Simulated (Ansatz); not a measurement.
**Amorphous Ti20O41Ca**

A CHGNet melt-quench gave the starting glass, which DFT then relaxed. O atoms were pushed apart under 1.9 Å during the dynamics, to hinder bonds among them. The hot cell started wider than the set density and was brought back towards it in steps. It is the lowest in DFT energy of 2 quenches. It is a model cell: composition and starting density were chosen by hand, and all elements were melted together. No dispersion term was used.

Methods: PBE, scalar-relativistic without spin-orbit coupling (Ansatz, a quantum-chemistry and plane-wave program); r2SCAN, scalar-relativistic without spin-orbit coupling (Ansatz); HSE06, scalar-relativistic without spin-orbit coupling (Ansatz). Geometry, pressure, stress and energy are those of the PBE run. Its sampling: a 2×2×2 Γ-centred mesh; Fermi-Dirac width 0.02 eV; no spin polarisation. Other functionals are single points at the zone centre (r2SCAN at 500 eV; exact exchange cut at the cell's faces), free to take moments where seeds were set.

| Item | Result |
|---|---|
| Number of atoms in the cell | 62 |
| Density (held, not predicted) | 3.59 g/cm³ |
| Volume per atom | 12.34 Å³ |
| Pressure on a 2×2×2 Γ-centred mesh | 1.81 GPa |
| Largest force and stress component on that mesh (the relaxation ran on the zone centre alone) | 0.23 eV/Å and 1.9 GPa |
| Energy relative to anatase TiO2 + rock-salt CaO (lowest mix at this level among the phases computed, not always the ambient ones) | 0.103 eV/atom |
| Gap on a 2×2×2 Γ-centred mesh (PBE) | 2.69 eV |
| Gap at the zone centre (PBE) | 2.74 eV |
| Gap at the zone centre (r2SCAN) | 3.10 eV |
| Gap at the zone centre (HSE06) | 4.29 eV |

Bonds are counted up to Ti-Ti 3.12 Å, Ti-O 2.64 Å, Ti-Ca 3.50 Å, O-O 1.58 Å, O-Ca 2.90 Å, Ca-Ca 3.87 Å. Two cations that share two anions don't count as bonded, nor two that share one unless they lie closer than Ti-Ti 3.04 Å, Ti-Ca 3.40 Å, Ca-Ca 3.77 Å.

```yaml
Mean coordination of Ti by anions: 5.50 (2 with 4, 7 with 5, 10 with 6, 1 with 7)
Mean coordination of O: 2.88 (8 with 2, 30 with 3, 3 with 4)
Mean coordination of Ca by anions: 8.00 (1 with 8)
Mean Ti-O bond: 1.972 Å (spread 0.173 Å, 110 counted)
Mean O-Ca bond: 2.526 Å (spread 0.153 Å, 8 counted)
```

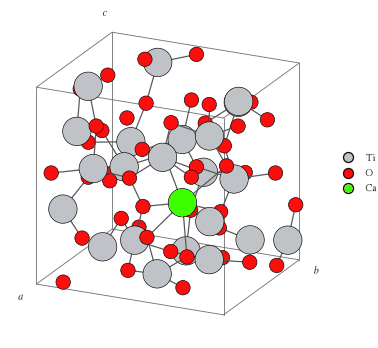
*The relaxed cell*

Its density started from a set value of 3.59 g/cm³. The quench (nominally 360 K/ps over its main leg) was far faster than any real one, so the model tends to hold more defects than a real film. One small periodic cell is one sample of the glass; other quenches scatter about these values. The volume was held where the preparation left it and the shape relaxed, at a PBE pressure of 1.8 GPa. Stress components on the final sampling reach 1.9 GPa. On a 2×2×2 Γ-centred mesh force components of up to 0.23 eV/Å stay, since the relaxation ran on the zone centre alone.
